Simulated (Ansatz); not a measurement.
The figure comes from a scan of HgSe (zinc blende): the cell is scaled evenly about its relaxed volume V₀. These are PBEsol (plane waves to 420 eV, PAW, scalar-relativistic; Ansatz, a first-principles code) values and carry that method's errors. k mesh 9×9×9 (Γ-centred), Fermi-Dirac smearing 0.05 eV. The energy includes the smearing's −TS. At this level the bands of HgSe touch or barely overlap. HgSe was relaxed with its symmetry unable to fall. Spin-orbit coupling is left out, though Hg is heavy. The zero of ΔE is the relaxed starting cell.

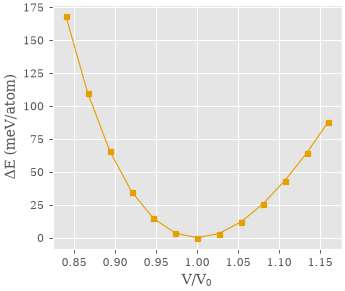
Fig. 1. ΔE (meV/atom) against V/V₀; markers are the computed points, lines only join them.

Q: List the plotted points as numbers.

A: To the nearest 5:

```json
[
 {"V/V₀": "0.840", "ΔE (meV/atom)": "170"},
 {"V/V₀": "0.867", "ΔE (meV/atom)": "110"},
 {"V/V₀": "0.893", "ΔE (meV/atom)": "65"},
 {"V/V₀": "0.920", "ΔE (meV/atom)": "35"},
 {"V/V₀": "0.947", "ΔE (meV/atom)": "15"},
 {"V/V₀": "0.973", "ΔE (meV/atom)": "5"},
 {"V/V₀": "1.000", "ΔE (meV/atom)": "0"},
 {"V/V₀": "1.027", "ΔE (meV/atom)": "5"},
 {"V/V₀": "1.053", "ΔE (meV/atom)": "10"},
 {"V/V₀": "1.080", "ΔE (meV/atom)": "25"},
 {"V/V₀": "1.107", "ΔE (meV/atom)": "45"},
 {"V/V₀": "1.133", "ΔE (meV/atom)": "65"},
 {"V/V₀": "1.160", "ΔE (meV/atom)": "90"}
]
```

(Under strain, the slope of the energy per volume gives the stress and its curvature an elastic modulus.)
